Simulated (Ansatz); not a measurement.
# F₂Ga₂H₄S₂: what the fields show

| atom | x (Å) | y (Å) | z (Å) |
| --- | --- | --- | --- |
| F | -2.0241 | 0.2244 | -1.5449 |
| F | -0.0177 | -1.7426 | 1.8849 |
| Ga | -0.4267 | 0.9302 | -1.3002 |
| Ga | 1.0375 | -0.5052 | 1.2028 |
| S | 0.9650 | -1.0153 | -1.1387 |
| S | -0.4310 | 1.3841 | 1.0540 |
| H | 0.1603 | 2.0692 | -2.1728 |
| H | -0.1105 | -1.8222 | -0.9723 |
| H | 2.4524 | -0.1778 | 1.7452 |
| H | -1.5221 | 0.6039 | 1.2448 |

Geometry: PBE0-D4/def2-SVP.

All numbers below come from isolated molecule in a Gaussian basis; Kohn-Sham density functional theory, functional PBE0 in Ansatz.

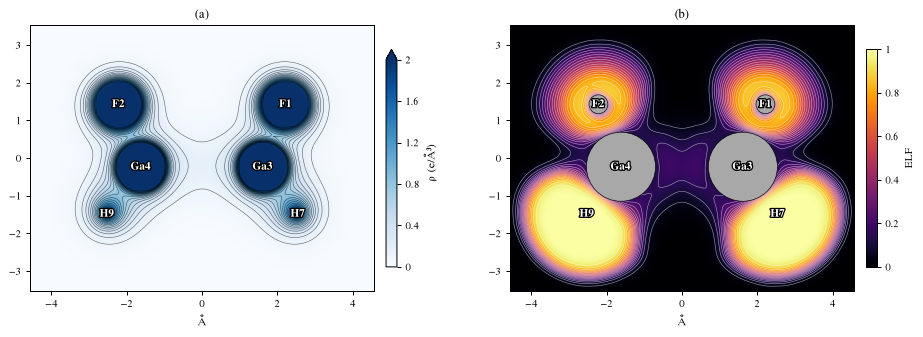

Figure 1. (a) electron density; (b) ELF on the plane of atoms F2, Ga4 and H9. Grey discs cover the atomic cores in the ELF map.

### What do the fields say about this system?

Atoms in the plane: F, Ga and H. Ga–F (1.76 Å): ρ at the midpoint is about 0.82 e/Å³; the ELF peaks at about 0.80 in the valence shell of F, 0.5 Å from its nucleus, and is about 0.15 at the midpoint. Ga–H (1.55 Å): ρ at the midpoint is about 1 e/Å³; the ELF climbs to about 1 towards the hydrogen. The ELF also peaks beside F2 and F1, away from the bonds: lone-pair regions.

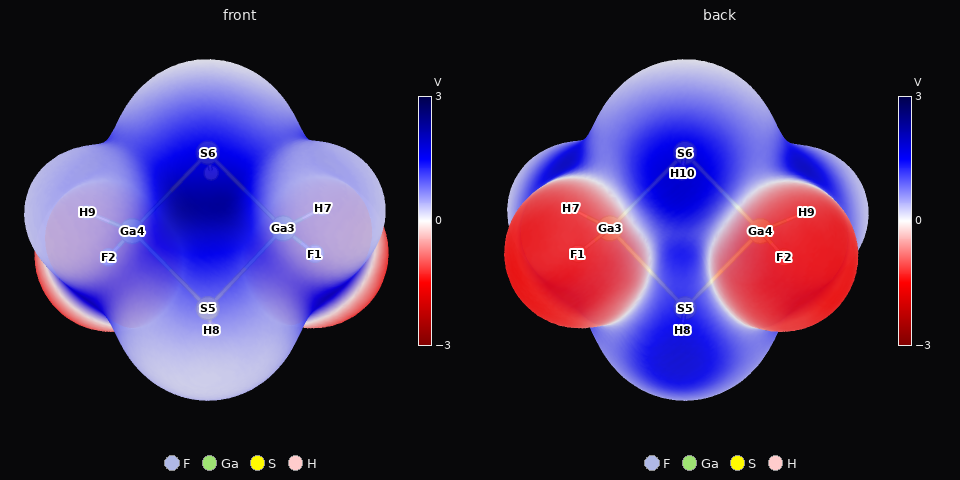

Figure 2. The electrostatic potential painted on the density surface at 0.002 e/bohr³, seen from the front and from behind; red is negative and blue positive.

### Describe the electrostatic potential map.

The most negative region (about −1.4 V, or −32 kcal/mol for a unit charge) lies over F1 and F2, the most positive (about +2.3 V, or +53 kcal/mol for a unit charge) over Ga3 and Ga4.

### What dipole moment does the calculation give?

Its dipole moment is 2.46 D.

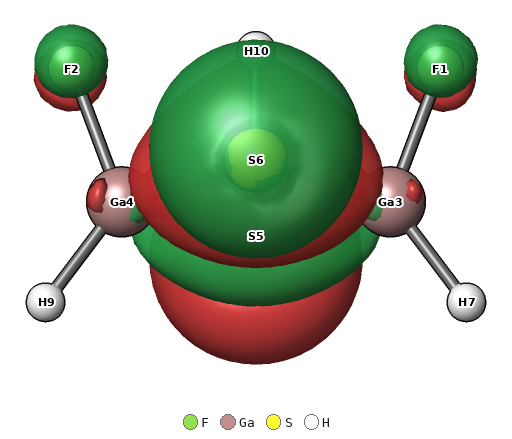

Figure 3. The HOMO at ±0.08 Å⁻³ᐟ² (green and red are the two phases), seen from one side.

### Describe this orbital and give its energy.

It lies mainly on S5 (about 40 %) and S6 (about 40 %); largely a combination of lone pairs on S5 and S6. Its energy is −8.78 eV.
